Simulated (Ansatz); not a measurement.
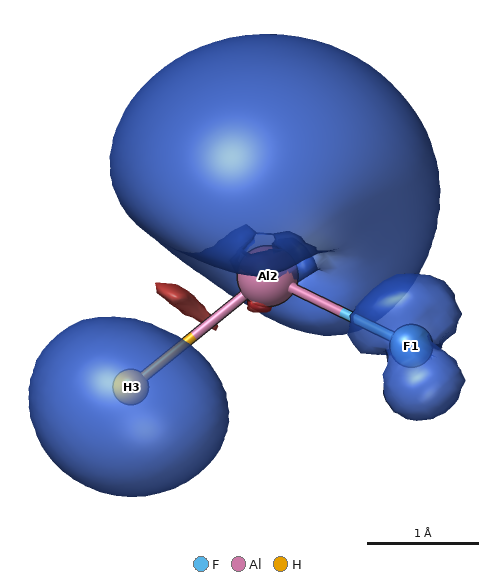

The picture shows: AlFH (SMILES [F][AlH]) (doublet). Isosurfaces of the spin density (α minus β) at +0.015 (blue) and −0.015 e/Å³ (red), seen at a tilt.

Geometry: PBE0-D4/def2-TZVP.

Level of theory: UKS PBE0-D4/def2-TZVPP in Ansatz 0.2.0.

Question: Which atoms carry the spin?

Answer: The unpaired spin (1 electron) lies mostly on Al2 (about 0.8) and H3 (about 0.1), in electrons by Hirshfeld's partition.
